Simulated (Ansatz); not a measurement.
**SiO2 (silicon dioxide molecule): where methods fail along a bond**

The species is SiO2 (3 atoms), meant as a singlet with charge 0. As SMILES, `O=[Si]=O`. The shape is that of a PBE0-D4/def2-TZVP optimisation.

```tsv
atom	x (Å)	y (Å)	z (Å)
O	0.6977	1.2296	0.5188
Si	0.0000	0.0000	0.0000
O	-0.6977	-1.2296	-0.5188
```

The O1–Si2 distance is scanned; the parts on either side stay rigid. Basis STO-3G, 7 core orbitals frozen in the correlated methods; program Ansatz 0.2.0. FCI is exact within this basis and core. Energies in eV from each method's value at 1.506 Å; methods without a U are spin-restricted. The shape above is that at 1.506 Å.

| distance (Å) | HF | BLYP | r2SCAN | PBE0 | B3LYP | HSE06 | CCSDT(Q) | FCI |
| --- | --- | --- | --- | --- | --- | --- | --- | --- |
| 1.491 | 0.07 | 0.17 | 0.14 | 0.13 | 0.14 | 0.13 | 0.16 | 0.15 |
| 1.506 | 0.00 | 0.00 | 0.00 | 0.00 | 0.00 | 0.00 | 0.00 | 0.00 |
| 1.864 | 0.74 | 0.89 | 1.16 | 1.20 | 1.09 | 1.20 | 0.84 | 0.89 |
| 1.882 | 0.80 | 0.92 | 1.22 | 1.27 | 1.14 | 1.26 | 0.88 | 0.92 |
| 2.237 | 1.41 | 3.11 | 3.50 | 3.31 | 3.14 | 3.32 | 2.61 | 2.55 |
| 2.259 | 1.46 | 3.15 | 3.56 | 3.37 | 3.19 | 3.38 | 2.61 | 2.55 |
| 2.982 | 1.94 | 5.27 | 5.49 | 4.92 | 4.77 | 4.94 | 3.02 | 2.96 |
| 3.012 | 1.98 | 5.25 | 5.49 | 4.92 | 4.76 | 4.94 | 2.98 | 2.92 |
| 3.728 | 2.03 | 5.71 | 5.89 | 5.23 | 5.10 | 5.26 | 3.04 | 2.98 |
| 3.765 | 2.06 | 5.67 | 5.86 | 5.20 | 5.07 | 5.23 | 3.00 | 2.94 |

Departure from the FCI curve at its largest: HF -1.14 eV at 2.24 Å; BLYP +2.74 eV at 3.73 Å; r2SCAN +2.92 eV at 3.77 Å; PBE0 +2.27 eV at 3.77 Å; B3LYP +2.13 eV at 3.77 Å; HSE06 +2.29 eV at 3.77 Å; CCSDT(Q) +0.06 eV at 3.01 Å. Restricted functionals keep the electrons paired too, and rise too high.

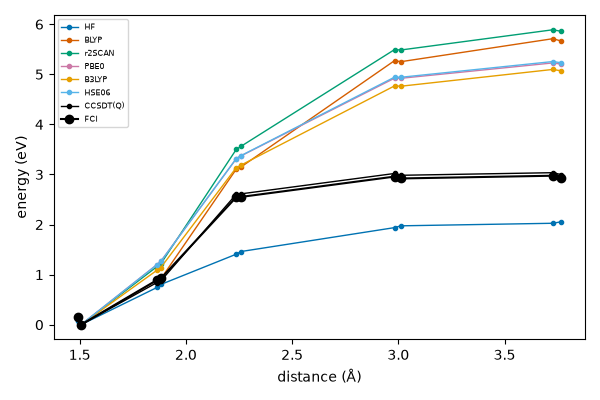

The curves of the table.
